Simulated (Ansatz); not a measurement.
# AlPH (doublet): correlated methods under varied settings at distance Al1–H3 = 1.390 Å

What do other methods and options give for AlPH (doublet) at this geometry, and how long do they take?

The runs use Ansatz 0.2.0, Gaussian basis; the settings change from run to run.

18 further runs of the same task are left out: 1 for a known fault of the program, 15 that didn't finish, 2 set aside as unsound or not needed.

### Step 1. The geometry

The geometry derives from a PBE0/def2-TZVP stationary point (not a proven minimum). One bond is set to the value named and the two fragments are kept rigid.

3 atoms, charge 0, spin multiplicity 2.

Atoms are counted from 1 here; the program's logs count them from 0.

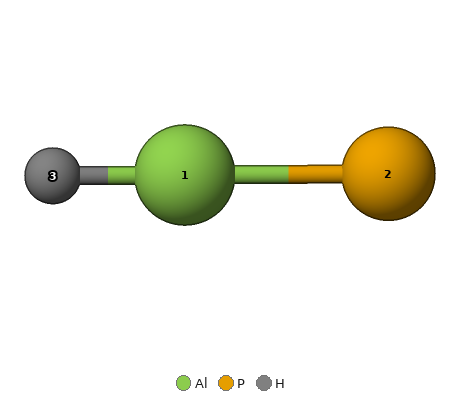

The geometry (aluminium green, phosphorus amber, hydrogen grey); atoms are numbered from 1 in the order of the file.

### Step 2. BCCD(T) on ROHF/6-31G

File in.yaml:

```yaml
crystal:
  periodic: [false, false, false]
  atoms:
    - {symbol: Al, position_ang: [0.000000, 0.000000, 0.251400]}
    - {symbol: P, position_ang: [0.000000, 0.000000, -1.892800]}
    - {symbol: H, position_ang: [0.000000, 0.000000, 1.641400]}
basis:
  gaussian: {orbitals: 6-31G}
magnetization: {spin_polarized: false, initial_magnetization: 1}
correlation: {method: bccd_t, electrons: outside_noble_gas}
scf: {lower_state_search: off}
```

Command:

```sh
$ ansatz run in.yaml --threads 1 --pin off --events-out ev --progress --plain --max-ram 2393MiB
```

The program printed, shortened:

```text
Functional definition: HF
  name "HF"
  cite "Fock, Z. Phys. 61, 126 (1930) doi:10.1007/BF01340294"
  parent pbe
[...]
310 factors; integrals over basis functions are off by at most 1.1e-4 eV
[...]
mean field -15866.81265070 eV, -583.0946100012 hartree, gradient 3.1e-6 eV, S^2 0.750000; 0 other end points of the search recorded, 0 dependent functions left out
10 core orbitals not correlated: weight in the atoms' cores, before any rotation towards them, 1.000 or more for the frozen orbitals, at most 0.000 for the correlated occupied ones
reference -15866.81265070 eV, -583.0946100012 hartree; 5, 4 occupied and 13, 14 virtual orbitals, 310 factors
second order -2.06412407 eV of doubles, -0.00920910 eV of singles
cycle   1  -2.35124489 eV  change   -2.8e-1 eV  update   9.6e-2
[...]
cycle  14  -2.55753930 eV  change    5.1e-6 eV  update   7.5e-6
perturbative correction -0.11549356 eV, -0.0042443101 hartree
Total energy: -15869.48568356 eV, -583.1928421470 hartree
Checks for a lower state left out: stability, starts, cluster_reference, orbital_swaps, neighbouring_geometries, increment
```

Wall time 0.42 s (1 thread of Arm Neoverse V2, shared host).

From the report: correlation -2.6730 eV; largest double amplitude 0.12.

### Step 3. CCSD on ROHF/6-31G

in.yaml: that of step 2 with these lines changed.

```diff
@@ -9,3 +9,3 @@
 magnetization: {spin_polarized: false, initial_magnetization: 1}
-correlation: {method: bccd_t, electrons: outside_noble_gas}
+correlation: {method: ccsd, electrons: valence}
 scf: {lower_state_search: off}
```

Launched as before.

The program printed, shortened:

```text
Functional definition: HF
  name "HF"
  cite "Fock, Z. Phys. 61, 126 (1930) doi:10.1007/BF01340294"
  parent pbe
[...]
310 factors; integrals over basis functions are off by at most 1.1e-4 eV
[...]
mean field -15866.81265070 eV, -583.0946100012 hartree, gradient 3.1e-6 eV, S^2 0.750000; 0 other end points of the search recorded, 0 dependent functions left out
10 core orbitals not correlated: weight in the atoms' cores, before any rotation towards them, 1.000 or more for the frozen orbitals, at most 0.000 for the correlated occupied ones
reference -15866.81265070 eV, -583.0946100012 hartree; 5, 4 occupied and 13, 14 virtual orbitals, 310 factors
second order -2.06412407 eV of doubles, -0.00920910 eV of singles
cycle   1  -2.34224042 eV  change   -2.7e-1 eV  update   9.6e-2
[...]
cycle  14  -2.58110532 eV  change    2.1e-6 eV  update   2.5e-6
Total energy: -15869.39375601 eV, -583.1894638720 hartree
Checks for a lower state left out: stability, starts, cluster_reference, orbital_swaps, neighbouring_geometries, increment
```

It took 0.27 s on 1 thread of Arm Neoverse V2, shared host.

From the report: correlation -2.5811 eV; T1 0.036; largest double amplitude 0.12.

### Step 4. CCSD(T)/def2-mTZVP

File in.yaml:

```yaml
crystal:
  periodic: [false, false, false]
  atoms:
    - {symbol: Al, position_ang: [0.000000, 0.000000, 0.251400]}
    - {symbol: P, position_ang: [0.000000, 0.000000, -1.892800]}
    - {symbol: H, position_ang: [0.000000, 0.000000, 1.641400]}
basis:
  gaussian: {orbitals: def2-mTZVP}
magnetization: {spin_polarized: true, initial_magnetization: 1}
hamiltonian: {xc: {name: B3LYP}}
correlation: {method: ccsd_t, electrons: valence}
```

Launched as before.

The program printed, shortened:

```text
Functional definition: B3LYP
  name "B3LYP"
  cite "Stephens, Devlin, Chabalowski & Frisch, J. Phys. Chem. 98, 11623 (1994) doi:10.1021/j100096a001"
  cite "Becke, Phys. Rev. A 38, 3098 (1988) doi:10.1103/PhysRevA.38.3098"
  cite "Lee, Yang & Parr, Phys. Rev. B 37, 785 (1988) doi:10.1103/PhysRevB.37.785"
  cite "Vosko, Wilk & Nusair, Can. J. Phys. 58, 1200 (1980) doi:10.1139/p80-159"
[...]
402 factors; integrals over basis functions are off by at most 1.2e-3 eV
[...]
mean field -15900.72560831 eV, -584.3408882066 hartree, gradient 1.5e-6 eV, S^2 0.754287; 2 other end points of the search recorded, 0 dependent functions left out
10 core orbitals not correlated: weight in the atoms' cores, before any rotation towards them, 1.000 or more for the frozen orbitals, at most 0.000 for the correlated occupied ones
reference -15868.35063084 eV, -583.1511297290 hartree; 5, 4 occupied and 32, 33 virtual orbitals, 402 factors
second order -3.94362312 eV of doubles, -0.22071044 eV of singles
cycle   1  -4.35546909 eV  change   -2.0e-1 eV  update   8.2e-2
[...]
cycle  13  -4.57782300 eV  change    8.1e-6 eV  update   5.3e-6
perturbative correction -0.23021122 eV, -0.0084601064 hartree
Total energy: -15873.15866506 eV, -583.3278217277 hartree
```

Run time: 2.4 s. Hardware: 1 thread of Arm Neoverse V2, shared host.

From the report: ⟨S²⟩ of the determinant 0.754 (pure doublet: 0.75); correlation -4.8080 eV; T1 0.013; largest double amplitude 0.10. The orbitals are Kohn-Sham ones, so correlation energy and T1 don't compare with those on Hartree-Fock orbitals.

### Step 5. All runs side by side

Where basis and cores are those of an earlier FCI/6-31G run (-15869.5244 eV), and the state is the same kind, the miss against it is given.

```
                                 level         correlated  functions  energy (eV)  from FCI (meV)    time
                 BCCD(T) on ROHF/6-31G  outside noble gas         28  -15869.4857            38.7  0.42 s
                    CCSD on ROHF/6-31G            valence         28  -15869.3938           130.6  0.27 s
CCSD(T)/def2-mTZVP (on B3LYP orbitals)            valence         47  -15873.1587                   2.4 s
```

### Step 6. Results

| quantity | value |
| --- | --- |
| runs | 3 |
| quickest | CCSD on ROHF/6-31G, 0.27 s |
| slowest | CCSD(T)/def2-mTZVP (on B3LYP orbitals), 2.4 s |

Total energies in different bases, with other cores or another treatment of relativity can't be set against each other. CCSD(T)/def2-mTZVP (on B3LYP orbitals) took 9 times as long as CCSD on ROHF/6-31G; the jobs differ in more than the method. Among the correlated runs with a miss given, it spans +39 to +131 meV.
